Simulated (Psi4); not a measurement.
# GeTe (SMILES [Ge][Te]) at B3LYP/def2-TZVPP (core potential, sweep point 4)

What is the vertical singlet–triplet gap of GeTe at B3LYP/def2-TZVPP (core potential, sweep point 4)? 

The results are computed with Psi4 1.11.

### Step 1. Starting point

GeTe has 2 atoms, charge 0, and is taken as a singlet. As SMILES, `[Ge][Te]`. Geometry: the measured bond length.

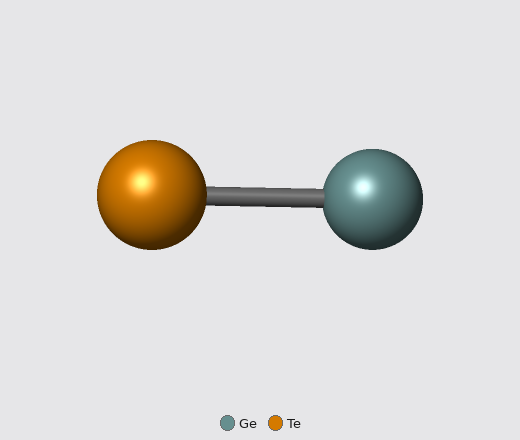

The structure, seen from a chosen angle (germanium teal, tellurium orange).

### Step 2. The energy at B3LYP/def2-TZVPP (core potential, sweep point 4)

File calc.inp:

```
memory 1.6 GB

molecule molecule1 {
  0 1
  Ge     0.000000     0.000000     0.000000
  Te     0.000000     0.000000     2.340165
  symmetry c1
}

set {
  basis def2-TZVPP
  puream true
  scf_type pk
  dft_radial_points 99
  dft_spherical_points 590
}

energy_value, wavefunction = energy('b3lyp', return_wfn=True)
```

Launch:

```
$ psi4 calc.inp calc.out -n 1
```

calc.out (excerpt; [...] marks lines left out):

```text
[...]
    !!!  WARNING: ECP capability is in beta. Please check occupations closely.  !!!
[...]
  Running in c1 symmetry.
[...]
  Nuclear repulsion =  173.666428561473225
[...]
  Multiplicity = 1
[...]
  Nalpha       = 28
  Nbeta        = 28
[...]
    Number of basis functions: 98
[...]
   @RKS iter   1: -2343.55164136095846   -3.64245e+00   3.07602e-02 ADIIS/DIIS
[...]
   @RKS iter  10: -2345.20035084013443   -3.07641e-08   3.80174e-07 DIIS
[...]
    Orbital Energies [Eh]
    ---------------------
    Doubly Occupied:
       1A   -398.769593     2A    -49.810655     3A    -44.332102
       4A    -44.332102     5A    -44.329675     6A     -6.256384
       7A     -6.242050     8A     -4.414811     9A     -4.414811
      10A     -4.408141    11A     -4.386001    12A     -4.386001
      13A     -4.385478    14A     -1.583372    15A     -1.581580
      16A     -1.581580    17A     -1.581550    18A     -1.581550
      19A     -1.237424    20A     -1.237423    21A     -1.232155
      22A     -1.232155    23A     -1.231811    24A     -0.630630
      25A     -0.451413    26A     -0.259456    27A     -0.251108
      28A     -0.251108
[...]
  @RKS Final Energy: -2345.20035084013443
   => Energetics <=
    Nuclear Repulsion Energy =            173.6664285614732250
    One-Electron Energy =               -3708.3757505785088142
    Two-Electron Energy =                1270.0128721397913978
    DFT Exchange-Correlation Energy =     -80.5039009628904836
    Empirical Dispersion Energy =           0.0000000000000000
    VV10 Nonlocal Energy =                  0.0000000000000000
    Total Energy =                      -2345.2003508401344334
[...]
 Multipole Moments:
 ------------------------------------------------------------------------------------
     Multipole            Electronic (a.u.)      Nuclear  (a.u.)        Total (a.u.)
 ------------------------------------------------------------------------------------
 L = 1.  Multiply by 2.5417464519 to convert [e a0] to [Debye]
 Dipole X            :         -0.0000169            0.0000000           -0.0000169
 Dipole Y            :         -0.0000019            0.0000000           -0.0000019
 Dipole Z            :         51.2144651          -51.6995702           -0.4851051
 Magnitude           :                                                    0.4851051
[...]
```

Wall time 6 s (1 thread of Intel Xeon Platinum 8488C (Sapphire Rapids), shared host); peak memory 0.66 GiB.

### Step 3. The triplet, same level

File gete.dat:

```
memory 1.6 GB

molecule system {
  0 3
  Ge     0.000000     0.000000     0.000000
  Te     0.000000     0.000000     2.340165
  symmetry c1
}

set globals {
  basis def2-TZVPP
  reference uks
  puream true
  scf_type pk
  dft_radial_points 99
  dft_spherical_points 590
  maxiter 150
}

energy('b3lyp')
print_variables()
```

Launch:

```
$ psi4 -n 1 gete.dat gete.out
```

gete.out (excerpt; [...] marks lines left out):

```text
[...]
    !!!  WARNING: ECP capability is in beta. Please check occupations closely.  !!!
[...]
  Running in c1 symmetry.
[...]
  Nuclear repulsion =  173.666428561473225
[...]
  Multiplicity = 3
[...]
  Nalpha       = 29
  Nbeta        = 27
[...]
    Number of basis functions: 98
[...]
   @UKS iter   1: -2343.46709279035167   -3.55790e+00   3.13237e-02 ADIIS/DIIS
[...]
   @UKS iter   9: -2345.11099010187672   -1.73982e-07   6.98595e-07 DIIS
[...]
   @S^2 Observed:                2.005258889E+00
[...]
    Orbital Energies [Eh]
    ---------------------
    Alpha Occupied:
       1A   -398.740417     2A    -49.782499     3A    -44.304368
       4A    -44.303309     5A    -44.302185     6A     -6.286560
       7A     -6.215124     8A     -4.423239     9A     -4.413143
      10A     -4.411736    11A     -4.389419    12A     -4.384430
      13A     -4.383744    14A     -1.618690    15A     -1.616331
      16A     -1.614389    17A     -1.607578    18A     -1.606476
      19A     -1.211146    20A     -1.209227    21A     -1.208946
      22A     -1.205548    23A     -1.204782    24A     -0.666047
      25A     -0.461057    26A     -0.302035    27A     -0.271626
      28A     -0.265405    29A     -0.161669
    Alpha Virtual:
[...]
  @UKS Final Energy: -2345.11099010187672
   => Energetics <=
    Nuclear Repulsion Energy =            173.6664285614732250
    One-Electron Energy =               -3708.4305434747366235
    Two-Electron Energy =                1270.1818101322871826
    DFT Exchange-Correlation Energy =     -80.5286853209002516
    Empirical Dispersion Energy =           0.0000000000000000
    VV10 Nonlocal Energy =                  0.0000000000000000
    Total Energy =                      -2345.1109901018767232
[...]
 Multipole Moments:
 ------------------------------------------------------------------------------------
     Multipole            Electronic (a.u.)      Nuclear  (a.u.)        Total (a.u.)
 ------------------------------------------------------------------------------------
 L = 1.  Multiply by 2.5417464519 to convert [e a0] to [Debye]
 Dipole X            :         -0.0009116            0.0000000           -0.0009116
 Dipole Y            :         -0.0000428            0.0000000           -0.0000428
 Dipole Z            :         51.9360175          -51.6995702            0.2364472
 Magnitude           :                                                    0.2364490
[...]
```

It took 7.5 s on 1 thread of Intel Xeon Platinum 8488C (Sapphire Rapids), shared host; peak memory 0.65 GiB.

### Step 4. Summary of results

Level: B3LYP/def2-TZVPP (core potential, sweep point 4).

| quantity | value |
| --- | --- |
| singlet: total energy | -2345.20035 Eh |
| singlet: dipole moment | 1.23 D |
| singlet: HOMO energy | -6.83 eV |
| singlet: LUMO energy | -2.74 eV |
| singlet: HOMO–LUMO gap | 4.09 eV |
| triplet: total energy | -2345.11099 Eh |
| triplet: dipole moment | 0.60 D |
| triplet: HOMO energy (highest over α and β) | -4.40 eV |
| triplet: ⟨S²⟩ | 2.005 |
| vertical energy of the triplet above the singlet | 2.432 eV |

In words: At this shape the triplet lies 2.43 eV (235 kJ/mol) above the singlet.
